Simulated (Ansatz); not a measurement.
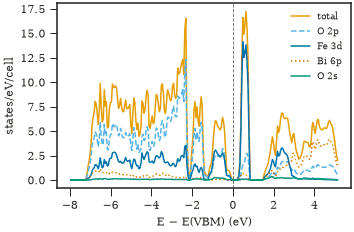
Fig. 1. Total and projected density of states of FeBiO$_{3}$ in space group R-3 (No. 148; Bi on 6c, Fe on 3a, Fe on 3b, O on 18f), the program Ansatz at the PBEsol level (PAW)

Question: Which orbitals carry the states next to the gap?

Answer: Top 1 eV of the valence band: O 2p 47 %, Fe 3d 46 %. Bottom 1 eV of the conduction band: Fe 3d 81 %, O 2p 13 %. Projections are on Löwdin-orthogonalised atomic valence shells; empty p or d shells of many metals are not among them.

Question: Where is the tallest occupied peak in this window, and what makes it?

Answer: Near -2.3 eV, about 17 states/eV per cell; the largest projected share is O 2p.

The start of the workflow was typed in or built on a structure type; neither database checked (COD, Materials Project) lists it. It is not the phase usual at ambient conditions (space group No. 161). The PBEsol relaxation kept the symmetry of its start, as lowered by the spin order; its stability against distortions is not shown here. Spin order of the final state: antiferromagnetic, chosen from 5 collinear starts compared on coarse meshes (ties went to the first, and starts can fall back to one state), not a proven ground state. No Hubbard U is applied. Spin–orbit coupling is left out wherever it is not named.

Potentials: the later of the program's two PAW sets.
